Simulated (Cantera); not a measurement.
A closed system holds: 1 mol MgO, 5 mol H2S, 49 mol N2, equilibrated at 0.120 bar.

Equilibrium computed with Cantera from the NASA thermochemical tables; the gas is ideal and each condensed phase is pure. Candidate condensed phases: H2O, H2SO4, Mg, MgO, Mg(OH)2, MgS, MgSO4, S; 43 gas species. Mutual solubility and eutectic melting of coexisting phases are not modelled. Gases not in the tables: S3 to S7. Equilibrium is a limit: real reactors are often held back by kinetics, nucleation or transport.

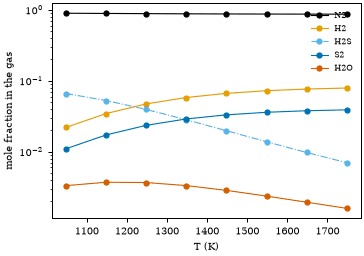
Fig. 1. Equilibrium gas composition (values under 1e-9 drawn at 1e-9)

Question: Read off the mole fractions at 1148 K.

Answer: N2 about 0.89, H2S about 0.053, H2 about 0.035, S2 about 0.017, H2O about 0.0037.
